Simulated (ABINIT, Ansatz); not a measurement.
# A GW run on CdS (Hawleyite) in ABINIT, with inputs changed

What do changed inputs do to GW on CdS (Hawleyite)?

Program: ABINIT 10.8.3. Level of theory: PBE and many-body steps on it, plane waves. Results are calculated unless marked as measured.

## Step 1: The structure

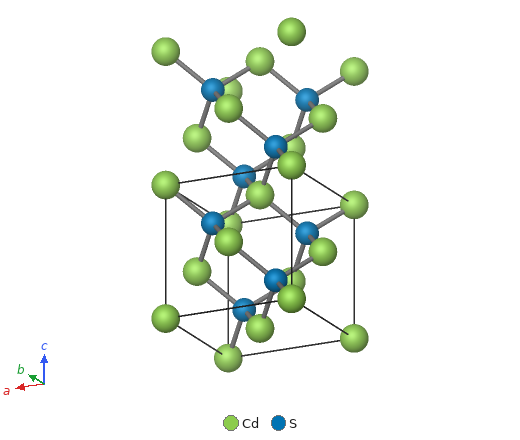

The cell as given, from a free direction (cadmium green, sulfur blue). 1×1×2 cells are drawn. This picture shows the conventional cell, with its axes. Bonds to atoms that aren't drawn are left out. Some periodic images of atoms are drawn too.

The cell and positions come from the Crystallography Open Database and are kept as given unless a step says otherwise.

## Step 2: Screening, 4×4×4 mesh, 58 bands, screening to 114.3 eV

This step: ABINIT 10.8.3; RPA screening on PBE, plane waves, norm-conserving pseudopotentials.

The RPA dielectric matrix is built and inverted for each q.

run.abi reads:

```
acell 3*1.0 Angstrom
rprim 
  -0.000000000000 2.916500000000 2.916500000000
  2.916500000000 -0.000000000000 2.916500000000
  2.916500000000 2.916500000000 -0.000000000000
ntypat 2
znucl 48 16
natom 2
typat 1 2
xred 
  0.000000000000 0.000000000000 0.000000000000
  0.250000000000 0.250000000000 0.250000000000
pp_dirpath "pseudos"
pseudos "Cd.upf, S.upf"
ecut 47
ngkpt 4 4 4
nshiftk 1
shiftk 0 0 0
kptopt 1
chksymbreak 0
istwfk *1
occopt 1
irdwfk 1
optdriver 3
nband 58
ecuteps 4.2
inclvkb 2
awtr 1
symchi 1
indata_prefix "in"
outdata_prefix "out"
tmpdata_prefix "tmp"
```

The run is started by

```console
OMP_NUM_THREADS=1 mpirun -n 4 abinit run.abi > log
```

The program printed:

```text
.Version 10.8.3 of ABINIT. v10.8.2 released Aug 2026.

 Symmetries : space group F-4 3 m (#216); Bravais cF (face-center cubic)
[... echo of the input left out ...]
== DATASET  1 ==================================================================
-   mpi_nproc: 4, omp_nthreads: 1 (-1 if OMP is not activated)

--- !DatasetInfo
iteration_state: {dtset: 1, }
dimensions: {natom: 2, nkpt: 8, mband: 58, nsppol: 1, nspinor: 1, nspden: 1, mpw: 5180, }
cutoff_energies: {ecut:  47.0, pawecutdg:  -1.0, }
electrons: {nelect:   2.60000000E+01, charge:   0.00000000E+00, occopt:   1.00000000E+00, tsmear:   1.00000000E-02, }

 SCREENING: Calculation of the susceptibility and dielectric matrices

 Based on a program developped by R.W. Godby, V. Olevano, G. Onida, and L. Reining.
 Incorporated in ABINIT by V. Olevano, G.-M. Rignanese, and M. Torrent.
.Using double precision arithmetic ; gwpc =  8

[... cell and pseudopotentials left out ...]
--------------------------------------------------------------------------------

 ==== K-mesh for the wavefunctions ====
 Number of points in the irreducible wedge :     8
[... list of points left out ...]
 Together with 24 symmetry operations and time-reversal symmetry
 yields    64 points in the full Brillouin Zone.

 ==== Q-mesh for the screening function ====
 Number of points in the irreducible wedge :     8
[... list of points left out ...]
 Together with 24 symmetry operations and time-reversal symmetry
 yields    64 points in the full Brillouin Zone.

 setmesh: FFT mesh size selected  =    32x   32x   32
          total number of points  =        32768

 vcoul_init : cutoff-mode = AUXILIARY_FUNCTION
 q-points for optical limit:   1
     1)      0.000010    0.000020    0.000030

- screening: taking advantage of time-reversal symmetry
- Maximum band index for partially occupied states nbvw = 13
- Remaining bands to be divided among processors   nbcw = 45
- Number of bands treated by each node ~11

 Number of electrons calculated from density =   26.0000; Expected =   26.0000
 average of density, n =  0.077653
 r_s =    1.4541
 omega_plasma =   26.8804 [eV]

 calculating chi0 at frequencies [eV] :
  1    0.000000E+00    0.000000E+00
  2    0.000000E+00    2.688042E+01

--------------------------------------------------------------------------------
  q-point number  1        q = ( 0.000000, 0.000000, 0.000000) [r.l.u.]
--------------------------------------------------------------------------------
[... chi0 elements left out ...]
 For q-point:  0.000010 0.000020 0.000030
  dielectric constant =  11.0517
  dielectric constant without local fields =  11.7482

  Average fulfillment of the sum rule on Im[epsilon] for q-point    1 :     42.27  [%]
[... wings left out ...]
  q-point number  2        q = ( 0.250000, 0.000000, 0.000000) [r.l.u.]
--------------------------------------------------------------------------------
[... chi0 elements left out ...]
  Average fulfillment of the sum rule on Im[epsilon] for q-point    2 :     57.21  [%]

 [... 6 further q-points ...]
```

The job ended after 15 s (4 MPI ranks of Intel Xeon Platinum 8488C (Sapphire Rapids), shared host; peak memory 0.85 GiB).

This step gave:

```yaml
eps_infinity_with_local_fields_on_this_mesh_along_the_program_s_q_direction: 11.05
the_same_without_local_fields: 11.75
plasma_frequency: 26.88 eV
plane_waves_in_the_screening_matrix: 137
```

Local fields lower ε∞ by 6 %. On a Γ-centred mesh this coarse the value itself is usually too large, while a short band sum pulls it down.

## Step 3: Base

The self-energy is evaluated for the states that the input lists, and the levels follow from it, in one-shot runs by the linearised quasiparticle equation.

This step: G0W0 on PBE, plane waves, norm-conserving pseudopotentials.

Changes to run.abi since step 2:

```diff
@@ -23,8 +23,15 @@
 irdwfk 1
-optdriver 3
+optdriver 4
 nband 58
+gwcalctyp 0
+ecutsigx 47
+symsigma 1
+nkptgw 1
+kptgw 
+  0.0000000000 0.0000000000 0.0000000000
+bdgw 
+  11 17
 ecuteps 4.2
-inclvkb 2
-awtr 1
-symchi 1
+irdscr 1
+ppmodel 1
 indata_prefix "in"
```

The program printed:

```text
.Version 10.8.3 of ABINIT. v10.8.2 released Aug 2026.

 Symmetries : space group F-4 3 m (#216); Bravais cF (face-center cubic)
[... echo of the input left out ...]
== DATASET  1 ==================================================================
-   mpi_nproc: 4, omp_nthreads: 1 (-1 if OMP is not activated)

--- !DatasetInfo
iteration_state: {dtset: 1, }
dimensions: {natom: 2, nkpt: 8, mband: 58, nsppol: 1, nspinor: 1, nspden: 1, mpw: 5180, }
cutoff_energies: {ecut:  47.0, pawecutdg:  -1.0, }
electrons: {nelect:   2.60000000E+01, charge:   0.00000000E+00, occopt:   1.00000000E+00, tsmear:   1.00000000E-02, }

 SIGMA: Calculation of the GW corrections

 Based on a program developped by R.W. Godby, V. Olevano, G. Onida, and L. Reining.
 Incorporated in ABINIT by V. Olevano, G.-M. Rignanese, and M. Torrent.
.Using double precision arithmetic ; gwpc =  8

[... cell and pseudopotentials left out ...]
--------------------------------------------------------------------------------

 ==== K-mesh for the wavefunctions ====
 Number of points in the irreducible wedge :     8
[... list of points left out ...]
 Together with 24 symmetry operations and time-reversal symmetry
 yields    64 points in the full Brillouin Zone.

 ==== Q-mesh for screening function ====
 Number of points in the irreducible wedge :     8
[... list of points left out ...]
 Together with 24 symmetry operations and time-reversal symmetry
 yields    64 points in the full Brillouin Zone.

 vcoul_init : cutoff-mode = AUXILIARY_FUNCTION
 q-points for optical limit:   1
     1)      0.000010    0.000020    0.000030
 setmesh: FFT mesh size selected  =    50x   50x   50
          total number of points  =       125000

 Number of electrons calculated from density =   26.0000; Expected =   26.0000
 average of density, n =  0.077653
 r_s =    1.4541
 omega_plasma =   26.8804 [eV]

 === KS Band Gaps ===
  >>>> For spin  1
   Minimum direct gap =   1.1447 [eV], located at k-point      :   0.0000  0.0000  0.0000
   Fundamental gap    =   1.1447 [eV], Top of valence bands at :   0.0000  0.0000  0.0000
                                       Bottom of conduction at :   0.0000  0.0000  0.0000
 SIGMA fundamental parameters:
 PLASMON POLE MODEL  1
 number of plane-waves for SigmaX                 5065
 number of plane-waves for SigmaC and W            137
 number of plane-waves for wavefunctions          5065
 number of bands                                    58
 number of independent spin polarizations            1
 number of spinorial components                      1
 number of k-points in IBZ                           8
 number of q-points in IBZ                           8
 number of symmetry operations                      24
 number of k-points in BZ                           64
 number of q-points in BZ                           64
 number of frequencies for dSigma/dE                 9
 frequency step for dSigma/dE [eV]                0.25
 number of omega for Sigma on real axis              0
 max omega for Sigma on real axis  [eV]           0.00
 zcut for avoiding poles [eV]                     0.10

 EPSILON^-1 parameters (SCR file):
 dimension of the eps^-1 matrix on file            137
 dimension of the eps^-1 matrix used               137
 number of plane-waves for wavefunctions          5065
 number of bands                                    58
 number of q-points in IBZ                           8
 number of frequencies                               2
 number of real frequencies                          1
 number of imag frequencies                          1

 matrix elements of self-energy operator (all in [eV])

 Perturbative Calculation

--- !SelfEnergy_ee
iteration_state: {dtset: 1, }
kpoint     : [   0.000,    0.000,    0.000, ]
spin       : 1
KS_gap     :    1.145
QP_gap     :    2.035
Delta_QP_KS:    0.890
data: !SigmaeeData |
     Band     E0 <VxcDFT>   SigX SigC(E0)      Z dSigC/dE  Sig(E)    E-E0       E
       11   4.366 -15.389 -18.420   2.464   0.783  -0.278 -15.833  -0.444   3.922
       12   4.366 -15.389 -18.420   2.464   0.783  -0.278 -15.833  -0.444   3.922
       13   4.366 -15.389 -18.420   2.464   0.783  -0.278 -15.833  -0.444   3.922
       14   5.511 -10.636  -6.668  -3.419   0.814  -0.229 -10.190   0.446   5.957
       15  10.897 -10.642  -5.801  -3.971   0.813  -0.230  -9.936   0.707  11.604
       16  10.897 -10.642  -5.801  -3.971   0.813  -0.230  -9.936   0.707  11.604
       17  10.897 -10.642  -5.801  -3.971   0.813  -0.230  -9.936   0.707  11.604

== END DATASET(S) ==============================================================
================================================================================

 -outvars: echo values of variables after computation  --------
           etotal      0.0000000000E+00
            nband          58
             nkpt           8
          spgroup         216
 [... the other variables as echoed above ...]

 Calculation completed.
```

The job ended after 3.8 s (4 MPI ranks; peak memory 0.68 GiB).

Numbers from this step:

| Property | Result |
| --- | --- |
| G0W0 gap on the points computed | 2.035 eV |
| starting gap on the mesh | 1.145 eV |
| k of the valence top | 0, 0, 0 |
| k of the conduction bottom | 0, 0, 0 |
| Z at the valence top | 0.783 |
| Z at the conduction bottom | 0.814 |
| least direct G0W0 gap on the computed points | 2.035 eV |

The gap on the mesh goes from 1.14 eV to 2.03 eV, a correction of +0.89 eV.

## Step 4: Exchange cutoff

Changes to run.abi since step 3:

```diff
@@ -26,3 +26,3 @@
 gwcalctyp 0
-ecutsigx 47
+ecutsigx 94
 symsigma 1
```

The program printed:

```text
.Version 10.8.3 of ABINIT. v10.8.2 released Aug 2026.

 Symmetries : space group F-4 3 m (#216); Bravais cF (face-center cubic)
[... echo of the input left out ...]
== DATASET  1 ==================================================================
-   mpi_nproc: 4, omp_nthreads: 1 (-1 if OMP is not activated)

--- !DatasetInfo
iteration_state: {dtset: 1, }
dimensions: {natom: 2, nkpt: 8, mband: 58, nsppol: 1, nspinor: 1, nspden: 1, mpw: 5180, }
cutoff_energies: {ecut:  47.0, pawecutdg:  -1.0, }
electrons: {nelect:   2.60000000E+01, charge:   0.00000000E+00, occopt:   1.00000000E+00, tsmear:   1.00000000E-02, }

 SIGMA: Calculation of the GW corrections

 Based on a program developped by R.W. Godby, V. Olevano, G. Onida, and L. Reining.
 Incorporated in ABINIT by V. Olevano, G.-M. Rignanese, and M. Torrent.
.Using double precision arithmetic ; gwpc =  8

[... cell and pseudopotentials left out ...]
--------------------------------------------------------------------------------

 ==== K-mesh for the wavefunctions ====
 Number of points in the irreducible wedge :     8
[... list of points left out ...]
 Together with 24 symmetry operations and time-reversal symmetry
 yields    64 points in the full Brillouin Zone.

 ==== Q-mesh for screening function ====
 Number of points in the irreducible wedge :     8
[... list of points left out ...]
 Together with 24 symmetry operations and time-reversal symmetry
 yields    64 points in the full Brillouin Zone.

 vcoul_init : cutoff-mode = AUXILIARY_FUNCTION
 q-points for optical limit:   1
     1)      0.000010    0.000020    0.000030
 setmesh: FFT mesh size selected  =    60x   60x   60
          total number of points  =       216000

 Number of electrons calculated from density =   26.0000; Expected =   26.0000
[...]
number of q-points in BZ                           64
 number of frequencies for dSigma/dE                 9
 frequency step for dSigma/dE [eV]                0.25
 number of omega for Sigma on real axis              0
 max omega for Sigma on real axis  [eV]           0.00
 zcut for avoiding poles [eV]                     0.10

 EPSILON^-1 parameters (SCR file):
 dimension of the eps^-1 matrix on file            137
 dimension of the eps^-1 matrix used               137
 number of plane-waves for wavefunctions          5065
 number of bands                                    58
 number of q-points in IBZ                           8
 number of frequencies                               2
 number of real frequencies                          1
 number of imag frequencies                          1

 matrix elements of self-energy operator (all in [eV])

 Perturbative Calculation

--- !SelfEnergy_ee
iteration_state: {dtset: 1, }
kpoint     : [   0.000,    0.000,    0.000, ]
spin       : 1
KS_gap     :    1.145
QP_gap     :    2.035
Delta_QP_KS:    0.891
data: !SigmaeeData |
     Band     E0 <VxcDFT>   SigX SigC(E0)      Z dSigC/dE  Sig(E)    E-E0       E
       11   4.366 -15.389 -18.421   2.464   0.783  -0.278 -15.834  -0.445   3.921
       12   4.366 -15.389 -18.421   2.464   0.783  -0.278 -15.834  -0.445   3.921
       13   4.366 -15.389 -18.421   2.464   0.783  -0.278 -15.834  -0.445   3.921
       14   5.511 -10.636  -6.669  -3.419   0.814  -0.229 -10.190   0.446   5.957
       15  10.897 -10.642  -5.802  -3.971   0.813  -0.230  -9.936   0.707  11.604
       16  10.897 -10.642  -5.802  -3.971   0.813  -0.230  -9.936   0.707  11.604
       17  10.897 -10.642  -5.802  -3.971   0.813  -0.230  -9.936   0.707  11.604

== END DATASET(S) ==============================================================
================================================================================

 -outvars: echo values of variables after computation  --------
           etotal      0.0000000000E+00
            nband          58
             nkpt           8
          spgroup         216
 [... the other variables as echoed above ...]

 Calculation completed.
```

It took 4.4 s on 4 MPI ranks; peak memory 1.2 GiB.

This step gave:

```
G0W0 gap on the points computed              : 2.036 eV
starting gap on the mesh                     : 1.145 eV
k of the valence top                         : 0, 0, 0
k of the conduction bottom                   : 0, 0, 0
Z at the valence top                         : 0.783
Z at the conduction bottom                   : 0.814
least direct G0W0 gap on the computed points : 2.036 eV
```

## Step 5: Exchange cutoff of one hartree

Changes to run.abi since step 4:

```diff
@@ -26,3 +26,3 @@
 gwcalctyp 0
-ecutsigx 94
+ecutsigx 1
 symsigma 1
```

The program printed:

```text
.Version 10.8.3 of ABINIT. v10.8.2 released Aug 2026.

 Symmetries : space group F-4 3 m (#216); Bravais cF (face-center cubic)
[... echo of the input left out ...]
== DATASET  1 ==================================================================
-   mpi_nproc: 4, omp_nthreads: 1 (-1 if OMP is not activated)

--- !DatasetInfo
iteration_state: {dtset: 1, }
dimensions: {natom: 2, nkpt: 8, mband: 58, nsppol: 1, nspinor: 1, nspden: 1, mpw: 5180, }
cutoff_energies: {ecut:  47.0, pawecutdg:  -1.0, }
electrons: {nelect:   2.60000000E+01, charge:   0.00000000E+00, occopt:   1.00000000E+00, tsmear:   1.00000000E-02, }

 SIGMA: Calculation of the GW corrections

 Based on a program developped by R.W. Godby, V. Olevano, G. Onida, and L. Reining.
 Incorporated in ABINIT by V. Olevano, G.-M. Rignanese, and M. Torrent.
.Using double precision arithmetic ; gwpc =  8

[... cell and pseudopotentials left out ...]
--------------------------------------------------------------------------------

 ==== K-mesh for the wavefunctions ====
 Number of points in the irreducible wedge :     8
[... list of points left out ...]
 Together with 24 symmetry operations and time-reversal symmetry
 yields    64 points in the full Brillouin Zone.

 ==== Q-mesh for screening function ====
 Number of points in the irreducible wedge :     8
[... list of points left out ...]
 Together with 24 symmetry operations and time-reversal symmetry
 yields    64 points in the full Brillouin Zone.

 vcoul_init : cutoff-mode = AUXILIARY_FUNCTION
 q-points for optical limit:   1
     1)      0.000010    0.000020    0.000030
 setmesh: FFT mesh size selected  =    27x   27x   27
          total number of points  =        19683

 Number of electrons calculated from density =   26.0000; Expected =   26.0000
[...]
number of q-points in BZ                           64
 number of frequencies for dSigma/dE                 9
 frequency step for dSigma/dE [eV]                0.25
 number of omega for Sigma on real axis              0
 max omega for Sigma on real axis  [eV]           0.00
 zcut for avoiding poles [eV]                     0.10

 EPSILON^-1 parameters (SCR file):
 dimension of the eps^-1 matrix on file            137
 dimension of the eps^-1 matrix used                15
 number of plane-waves for wavefunctions          5065
 number of bands                                    58
 number of q-points in IBZ                           8
 number of frequencies                               2
 number of real frequencies                          1
 number of imag frequencies                          1

 matrix elements of self-energy operator (all in [eV])

 Perturbative Calculation

--- !SelfEnergy_ee
iteration_state: {dtset: 1, }
kpoint     : [   0.000,    0.000,    0.000, ]
spin       : 1
KS_gap     :    1.145
QP_gap     :    0.169
Delta_QP_KS:   -0.975
data: !SigmaeeData |
     Band     E0 <VxcDFT>   SigX SigC(E0)      Z dSigC/dE  Sig(E)    E-E0       E
       11   4.366 -15.389 -13.469   2.646   0.808  -0.237 -11.698   3.691   8.057
       12   4.366 -15.389 -13.469   2.646   0.808  -0.237 -11.698   3.691   8.057
       13   4.366 -15.389 -13.469   2.646   0.808  -0.237 -11.698   3.691   8.057
       14   5.511 -10.636  -3.985  -3.365   0.826  -0.210  -7.921   2.715   8.226
       15  10.897 -10.642  -3.622  -3.771   0.822  -0.217  -7.973   2.670  13.567
       16  10.897 -10.642  -3.622  -3.771   0.822  -0.217  -7.973   2.670  13.567
       17  10.897 -10.642  -3.622  -3.771   0.822  -0.217  -7.973   2.670  13.567

== END DATASET(S) ==============================================================
================================================================================

 -outvars: echo values of variables after computation  --------
           etotal      0.0000000000E+00
            nband          58
             nkpt           8
          spgroup         216
 [... the other variables as echoed above ...]

 Calculation completed.
```

Wall time 2.5 s (4 MPI ranks); peak memory 0.17 GiB; 9.4 s of CPU time.

The run ended normally, though the input holds a fault or crude settings.

The fault put into this input: exchange cutoff of one hartree. It printed a gap of 0.17 eV, an artefact of the input.

## Step 6: Side by side

Times are wall times on 4 MPI ranks of Intel Xeon Platinum 8488C (Sapphire Rapids), shared host, good to a factor of about two. A run's time includes the screening step that it read.

```
            run   mesh  bands  screening cutoff (eV)  DFT gap (eV)  gap on the mesh (eV)  direct (eV)  ε∞ used  time
           base  4×4×4     58                  114.3         1.145                 2.035        2.035    11.05  19 s
exchange cutoff  4×4×4     58                  114.3         1.145                 2.036        2.036    11.05  20 s
```

## Step 7: Results

* base: 2.035 eV
* exchange cutoff: 2.036 eV
* known limits: not at the basis limit; no spin-orbit coupling; coarse k mesh

What this shows: Exchange cutoff: +0.001 eV against base (keys changed: ecutsigx). Bands and cutoff are finite, so the gap is not at the basis limit. The miss can reach some tenths of an eV and take either sign; the mesh is an error of its own. In the G0W0 runs levels were corrected at 1 k point alone, so a gap called «on the mesh» is the least over those, and an edge elsewhere would be missed. The 4×4×4 mesh is coarse for this cell, which bears on the long-range parts of exchange and screening. The many-body steps are scalar-relativistic: spin-orbit coupling is not in them.

[Paths, hosts, dates, memory and timing lines, banners, echoed tables and standing remarks are left out of the program output.]

[Logs are printed without paths, hosts, clocks, repeated set-up lines and the standing remarks that a program may print on its own settings, such as how far it seeks lower states.]

[Runs of the session that timed out or met a known fault of the program may be left out.]

[Hosts, paths, dates, database ids (printed as entryN), source tags and the programs' standing remarks are cut or masked in the printed files.]

[G0W0 gaps are taken among the corrected bands and points alone; a level outside them can change the order at an edge.]

[Where Ansatz stands beside ABINIT at settings called matched, ABINIT's density can come from a denser mesh and the files from another edition; pairs whose starting gaps differed by over 0.03 eV were left out, so agreement reads better than it is.]
